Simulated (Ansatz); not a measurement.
# Calculations on HfSi$_{3}$

### Relaxation

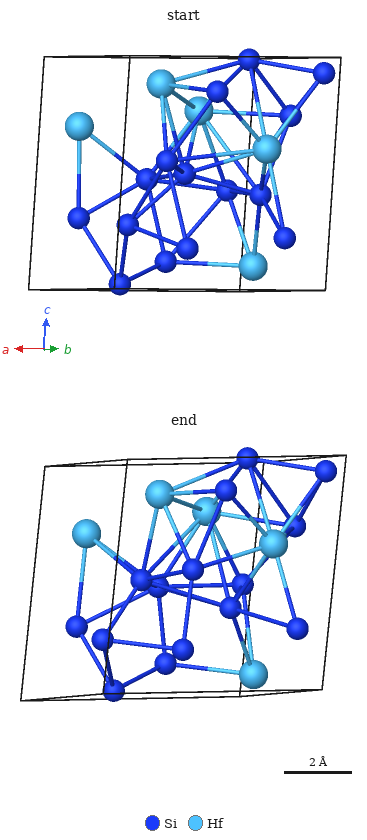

The structure of an amorphous cell of composition HfSi₃ (coarse preliminary run) before (top) and after (bottom) a relaxation, at one scale.

Style: ball-and-stick. Shown: the cell of the calculation (origin shifted), from a free direction.

Case: the quenched liquid.

Computed with DFT PBE, scalar-relativistic, plane waves, PAW (Ansatz).

Input file:
```yaml
crystal:
  lattice:
    - [6.779293, -0.073853, -0.246712]
    - [-0.073853, 7.081363, -0.054389]
    - [-0.246712, -0.054389, 7.047265]
  atoms:
    - { symbol: Si, position: [0.0432545865, 0.0203786553, 0.8730497265] }
    - { symbol: Si, position: [0.3903642833, 0.3684925336, 0.9408458053] }
    - { symbol: Si, position: [0.8985629015, 0.7037587371, 0.3740471633] }
    - { symbol: Si, position: [0.566218017, 0.1306177313, 0.4664857239] }
    - { symbol: Si, position: [0.479500526, 0.6786724577, 0.6170968439] }
    - { symbol: Si, position: [0.6401366768, 0.3586774836, 0.7191547677] }
    - { symbol: Si, position: [0.4134021336, 0.9868559035, 0.918610655] }
    - { symbol: Si, position: [0.1647493725, 0.4750046573, 0.4311504699] }
    - { symbol: Si, position: [0.0393638396, 0.7207351005, 0.6652114619] }
    - { symbol: Si, position: [0.4484920301, 0.8286786501, 0.2900208636] }
    - { symbol: Si, position: [0.2939728322, 0.9784252519, 0.5657483779] }
    - { symbol: Si, position: [0.587939351, 0.6370750372, 0.9923802538] }
    - { symbol: Si, position: [0.0317017636, 0.38459579, 0.8526930223] }
    - { symbol: Si, position: [0.9031874455, 0.3588581074, 0.1931465851] }
    - { symbol: Si, position: [0.7107853475, 0.9546543888, 0.7497592299] }
    - { symbol: Hf, position: [0.1343863944, 0.6773818998, 0.0463794924] }
    - { symbol: Hf, position: [0.7555938329, 0.0012905303, 0.1430587339] }
    - { symbol: Hf, position: [0.5731116088, 0.4729883173, 0.3243363854] }
    - { symbol: Hf, position: [0.9563373305, 0.1689870449, 0.5479729604] }
    - { symbol: Hf, position: [0.2607786968, 0.1660348351, 0.2125588836] }
  symmetry: { detect: false }
basis:
  ecutwfc: 420
kpoints:
  mp_grid: { grid: [2, 2, 2], shift: [0.5, 0.5, 0.5] }
hamiltonian:
  xc: pbe
scf:
  occupations: { method: gaussian, width: 0.1 }
  lower_state_search: "off"
output:
  forces: true
  stress: true
  eigenvalues: true
relax:
  adjacent_minimum: "off"
  f_tol: 0.04
  max_steps: 70
  cell: { stress_tol: 0.3 }
```

Launched with:
```bash
ansatz run input.yaml --threads 2 --pin off --max-ram 5120MiB --backend cpu --events-out ev --progress --plain --runs-dir out
```

> Describe what moved and what it gained.

The atom that moves furthest relative to the cell is Si2 (1.28 Å along [3 −1 0]). By element the largest moves are Si 1.28 Å, Hf 0.34 Å. The drawn cell changes at constant volume: a 6.784 → 7.041 Å (+3.8 %), b 7.082 → 6.808 Å (−3.9 %), c 7.052 → 7.111 Å (+0.8 %), α 90.9° → 87.9°, β 94.1° → 97.2°. Among the contacts that change: Si2–Hf16 2.941 → 4.238 Å, Si2–Si14 3.796 → 2.607 Å, Si12–Si13 4.188 → 3.038 Å, Si7–Si13 3.877 → 2.869 Å. New bonds form: Si2–Hf17 (3.85 → 2.87 Å). Bond angles that change, for instance: Si2–Si12–Hf16 63.1° → 108.2°, Si2–Si12–Hf17 163.0° → 124.6°, Si6–Si2–Si7 83.2° → 121.0°. The energy falls by 2.314 eV per cell of the calculation in 15 accepted moves (19 points after the start). Largest force component: 1.7 eV/Å at the start, 0.02 eV/Å at the end. The pressure goes from 3.16 to −0.02 GPa. The line search rejected the trial steps at points 6, 13, 17 of the run. At 1 point the geometry stayed and the basis and grid were re-selected for the new cell (energy shift of 2.4 meV per cell of the calculation at most each time).

Limits of the set-up: the periodic images lie only 6.8 Å apart, so the values are limited by the cell's size.

### Dynamics

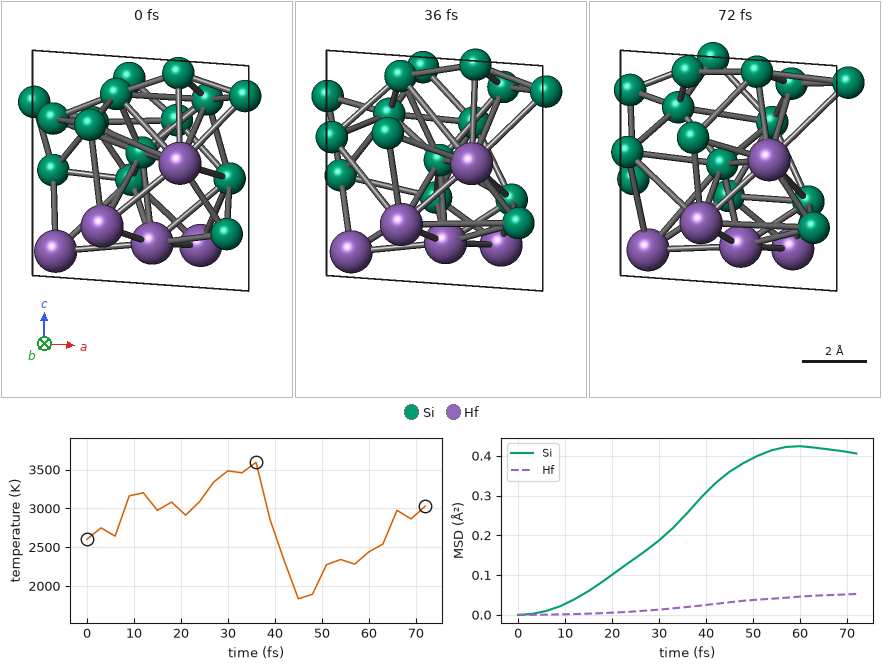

First-principles dynamics of an amorphous cell of composition HfSi$_{3}$ (20 atoms in the cell), 72 fs long. Frames and the history of the run. The picture is a ball-and-stick view of the simulation cell, seen along the b axis. Bonds to atoms that aren't drawn are left out.

Computed with DFT PBE, scalar-relativistic, plane waves, PAW in Ansatz. Settings: plane-wave cutoff 320 eV; k-point mesh 1 × 1 × 1; Fermi-Dirac smearing 0.236 eV; volume 0.96 times that of the relaxed crystal; set temperature 2740 K; time step 3 fs.

What happens in this trajectory?

Answer. In the second half of the run the atoms are, in the root-mean-square, this far from where they began (common drift taken out): Si 0.62 Å, Hf 0.20 Å. The run lasts only 72 fs, too short to tell vibration from diffusion. Bond changes: 3 Si–Si bonds break between 33 fs and 48 fs; one Si–Si bond forms at about 36 fs. Over the second half the temperature averages 2558 K (spread ±471 K). The potential energy is still drifting at the end, so the run hasn't reached equilibrium. The potential energy in the second half lies on average 127 meV per atom below the first frame. The mean pressure there is 11.9 GPa.

Limits of the set-up: the cutoff lies below the recommended one; the periodic images lie only 6.8 Å apart, so the values are limited by the cell's size.

Cost: 35 s on 2 threads of AMD EPYC 9R14 (Zen 4), on a shared host, peak memory 0.55 GiB.

### Dynamics

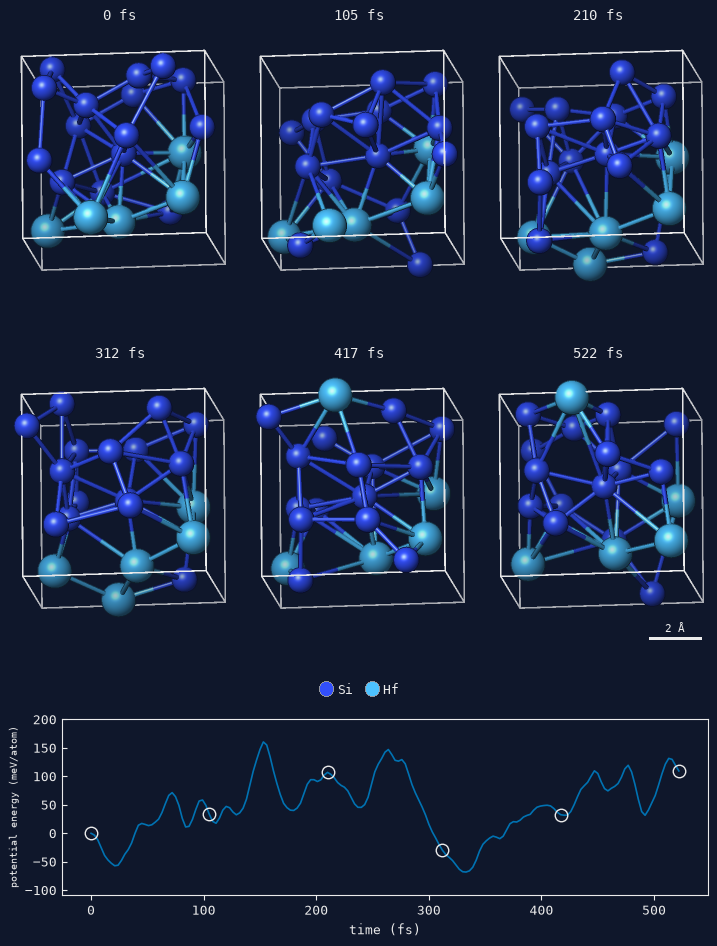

First-principles dynamics of an amorphous cell of composition HfSi₃ (20 atoms in the cell), 522 fs long. Frames and the history of the run. Style: ball-and-stick. Shown: the simulation cell, from a free direction. Atoms that leave the cell re-enter on the other side. Bonds to atoms that aren't drawn are left out.

These are results of DFT PBE, scalar-relativistic, plane waves, PAW (Ansatz), not measurements. Run with plane-wave cutoff 420 eV; k-point mesh 1 × 1 × 1; Fermi-Dirac smearing 0.236 eV; volume 0.96 times that of the relaxed crystal; set temperature 2740 K; time step 3 fs.

Q: Describe the run.

A: The mean temperature in the second half is 2435 K (standard deviation 366 K). The potential energy in the second half lies on average 46.7 meV per atom above the first frame. The mean pressure there is 10.3 GPa. Root-mean-square distances from the starting positions over the second half, with the common drift of all atoms taken out: Si 1.10 Å, Hf 0.81 Å. That is a large part of the typical shortest distance between atoms in the first frame, about 2.3 Å and still growing: the atoms leave their places as in a liquid. Bond changes: 27 Si–Si bonds form between 69 fs and 519 fs; 28 Si–Si bonds break between 123 fs and 522 fs; one Si–Si contact opens and closes in turn.

Limits of the set-up: the periodic images lie only 6.8 Å apart, so the values are limited by the cell's size.

The run took 4.8 min on 2 threads of AMD EPYC 9R14 (Zen 4), on a shared host, peak memory 0.61 GiB.
